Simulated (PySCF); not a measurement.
## C$_{3}$H$_{3}$F$_{3}$O: a changed input and its effect

System: C$_{3}$H$_{3}$F$_{3}$O.
Method of run 1: GIAO PBE0/pcSseg-1 NMR shielding, non-relativistic, gas phase (PySCF 2.14.0).

The geometry comes from this level: PBE0-D3(BJ)/def2-SVP. Text and figures count atoms from 1; the logs count them from 0 in places.

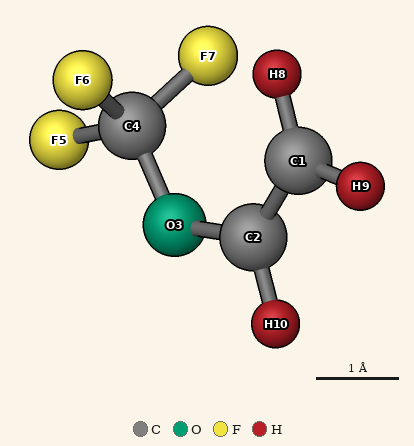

The input geometry (ball-and-stick view, seen at a tilt; atoms are numbered from 1 in the order of the input). Bond lengths as drawn: C–C 1.33 Å, C–F 1.32 to 1.33 Å, C–H 1.09 Å and C–O 1.35 to 1.37 Å.

Input file, run 1:
```
{"job": {"kind": "nmr", "xc": "PBE0", "basis": "pcSseg-1"}, "charge": 0, "multiplicity": 1}
C     -1.409836    -0.476629     0.324248
C     -0.848166     0.148643    -0.705398
O      0.462348     0.526217    -0.860196
C      1.384017     0.275182     0.091480
F      2.535968     0.751747    -0.335480
F      1.085339     0.860035     1.249530
F      1.524566    -1.028066     0.324076
H     -0.867932    -0.781286     1.219751
H     -2.476287    -0.696985     0.268855
H     -1.403726     0.447752    -1.595626
```

The first line tells a small driver script what to run in PySCF; the rest is the geometry in Å.

Hardware: 1 CPU thread, shared host.

Output (run 1):
```
coarse grid: 9464 points
cycle   1  E = -490.0805080930  dE =  1.291e+00  |g| = 1.001e+00  |ddm| = 2.738e+00
cycle   2  E = -489.9436362921  dE =  1.369e-01  |g| = 1.407e+00  |ddm| = 1.072e+00
cycle   3  E = -490.2501948869  dE = -3.066e-01  |g| = 6.512e-02  |ddm| = 6.314e-01
cycle   4  E = -490.2504623463  dE = -2.675e-04  |g| = 5.409e-02  |ddm| = 7.561e-02
cycle   5  E = -490.2509886445  dE = -5.263e-04  |g| = 1.150e-02  |ddm| = 3.754e-02
cycle   6  E = -490.2510144468  dE = -2.580e-05  |g| = 3.622e-03  |ddm| = 9.465e-03
cycle   7  E = -490.2510175143  dE = -3.067e-06  |g| = 6.210e-04  |ddm| = 2.746e-03
final grid: 95760 points
cycle   8  E = -490.3212654547  dE = -3.544e-05  |g| = 8.890e-03  |ddm| = 1.824e-02
cycle   9  E = -490.3212510529  dE =  1.440e-05  |g| = 1.270e-02  |ddm| = 1.148e-02
cycle  10  E = -490.3212793583  dE = -2.831e-05  |g| = 1.362e-03  |ddm| = 7.347e-03
cycle  11  E = -490.3212797648  dE = -4.064e-07  |g| = 2.751e-04  |ddm| = 1.087e-03
cycle  12  E = -490.3212797774  dE = -1.266e-08  |g| = 9.970e-05  |ddm| = 2.039e-04
cycle  13  E = -490.3212797796  dE = -2.157e-09  |g| = 2.081e-05  |ddm| = 7.385e-05
cycle  14  E = -490.3212797797  dE = -8.504e-11  |g| = 7.385e-06  |ddm| = 1.620e-05
converged SCF energy = -490.3212797797

GIAO shielding tensors (ppm)
atom      isotropic    diamagn.    paramagn.     s11        s22        s33       span
  0 C       83.026     257.785    -174.759    -20.588    102.912    166.755    187.342
  1 C       35.113     250.725    -215.612    -75.367     77.324    103.383    178.749
  2 O      154.657     398.124    -243.467    111.215    154.214    198.543     87.327
  3 C       57.700     238.640    -180.940     55.656     56.809     60.634      4.978
  4 F      248.679     468.262    -219.584    190.855    202.561    352.621    161.766
  5 F      251.989     473.982    -221.992    178.857    228.709    348.402    169.545
  6 F      252.112     473.969    -221.856    178.888    228.492    348.958    170.070
  7 H       26.246      31.610      -5.364     23.775     24.168     30.796      7.021
  8 H       26.467      28.920      -2.453     24.984     25.397     29.021      4.037
  9 H       25.034      29.044      -4.009     21.558     26.428     27.118      5.560
```

The input of run 2 differs as follows (lines with − go, lines with + come):
```diff
-"xc": "PBE0"
-"basis": "pcSseg-1"
+"xc": "PBE"
+"basis": "pcSseg-2"
+"pop": false
```

What does this change do to the results?

The total energies belong to different models, so their difference says nothing on which is more stable or more accurate. The HOMO goes from −7.79 to −6.54 eV. The LUMO goes from 0.02 to −1.12 eV. The dipole moment goes from 1.80 to 1.62 D. Of all shieldings, the largest change is that of O3, by −21.8 ppm. The functional changes from PBE0 to PBE. The SCF takes 16 iterations against 14. The basis functions go from 134 to 294.

Output (run 2):
```
coarse grid: 9464 points
cycle   1  E = -490.3809277912  dE =  1.191e+00  |g| = 1.094e+00  |ddm| = 2.180e+00
cycle   2  E = -489.9436574630  dE =  4.373e-01  |g| = 2.001e+00  |ddm| = 1.328e+00
cycle   3  E = -490.5700628384  dE = -6.264e-01  |g| = 1.335e-01  |ddm| = 9.005e-01
cycle   4  E = -490.5709949661  dE = -9.321e-04  |g| = 1.186e-01  |ddm| = 1.564e-01
cycle   5  E = -490.5739441322  dE = -2.949e-03  |g| = 3.983e-02  |ddm| = 8.294e-02
cycle   6  E = -490.5742903146  dE = -3.462e-04  |g| = 8.370e-03  |ddm| = 2.541e-02
cycle   7  E = -490.5743056850  dE = -1.537e-05  |g| = 2.609e-03  |ddm| = 6.051e-03
cycle   8  E = -490.5743067762  dE = -1.091e-06  |g| = 7.279e-04  |ddm| = 1.479e-03
final grid: 95760 points
cycle   9  E = -490.5673429423  dE = -1.514e-04  |g| = 1.416e-02  |ddm| = 4.707e-02
cycle  10  E = -490.5672548779  dE =  8.806e-05  |g| = 2.626e-02  |ddm| = 1.872e-02
cycle  11  E = -490.5673776208  dE = -1.227e-04  |g| = 3.609e-03  |ddm| = 1.281e-02
cycle  12  E = -490.5673804759  dE = -2.855e-06  |g| = 1.035e-03  |ddm| = 2.655e-03
cycle  13  E = -490.5673806793  dE = -2.034e-07  |g| = 3.420e-04  |ddm| = 6.859e-04
cycle  14  E = -490.5673807072  dE = -2.797e-08  |g| = 8.332e-05  |ddm| = 2.321e-04
cycle  15  E = -490.5673807084  dE = -1.154e-09  |g| = 3.445e-05  |ddm| = 5.367e-05
cycle  16  E = -490.5673807086  dE = -1.889e-10  |g| = 7.150e-06  |ddm| = 1.683e-05
converged SCF energy = -490.5673807086

GIAO shielding tensors (ppm)
atom      isotropic    diamagn.    paramagn.     s11        s22        s33       span
  0 C       79.329     256.178    -176.849    -21.184     97.055    162.116    183.301
  1 C       27.267     249.438    -222.171    -80.316     68.308     93.809    174.125
  2 O      132.811     391.471    -258.660     91.143    123.882    183.407     92.265
  3 C       42.928     241.279    -198.351     41.575     41.682     45.528      3.952
  4 F      228.605     466.049    -237.444    170.125    179.900    335.790    165.665
  5 F      234.470     472.129    -237.659    159.688    214.618    329.103    169.415
  6 F      234.658     472.102    -237.444    159.680    214.392    329.903    170.223
  7 H       26.269      32.471      -6.202     24.139     24.322     30.346      6.207
  8 H       26.505      29.756      -3.252     25.257     25.559     28.697      3.440
  9 H       24.830      29.529      -4.699     21.624     25.637     27.228      5.604
```

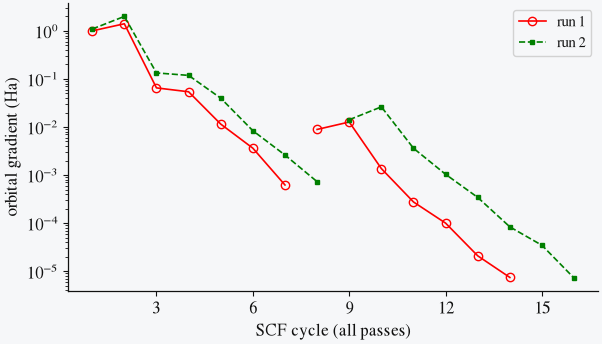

Convergence of the two runs: orbital gradient against the SCF cycle. A break in a curve parts two SCF passes (coarse and final grid). Run 1 takes 14 cycles in all, and run 2 takes 16.

The two runs side by side:

```csv
quantity,run 1,run 2
outcome,converged,converged
total energy (hartree),−490.321280,−490.567381
HOMO (eV),−7.79,−6.54
LUMO (eV),0.02,−1.12
dipole moment (D),1.80,1.62
shielding of C1 (ppm),83.0,79.3
shielding of C2 (ppm),35.1,27.3
shielding of O3 (ppm),154.7,132.8
shielding of C4 (ppm),57.7,42.9
shielding of F5 (ppm),248.7,228.6
shielding of F6 (ppm),252.0,234.5
shielding of F7 (ppm),252.1,234.7
SCF iterations,14,16
basis functions,134,294
wall time (shared host),10 s,49 s
```
